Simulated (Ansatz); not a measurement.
Start from WSe2 in the 2H-MoS2 type structure (space group P6_3/mmc, No. 194; a = 3.2304 Å, c = 12.4106 Å; layered, stacked along the Cartesian z axis).

The same geometry is solved again with PBEsol+SOC.

Levels (all Ansatz, an electronic-structure program, PAW, earlier PAW set): PBEsol+SOC (420 eV, spin-orbit coupling included); PBEsol-D3(BJ) (420 eV, without spin-orbit coupling).

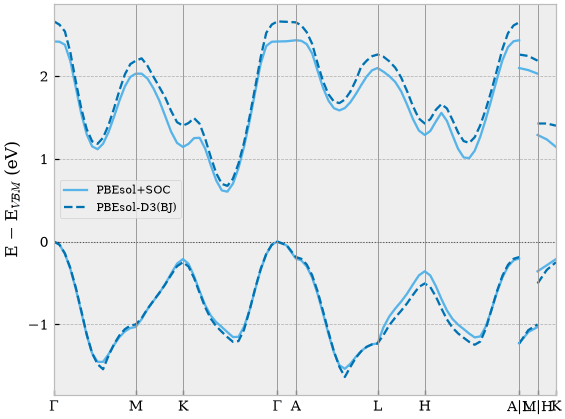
Figure: Highest valence and lowest conduction band along the path, each from its own valence-band maximum

Problem. Read the PBEsol+SOC gap and its character from the plot.

Solution. About 0.60 eV, indirect, Γ → K–Γ (47 % along).

Single points use the geometry relaxed with PBEsol-D3(BJ). The spin-orbit shifts are approximate. With W present, leaving out spin-orbit coupling can change the band edges. Stability against distortions was not tested.
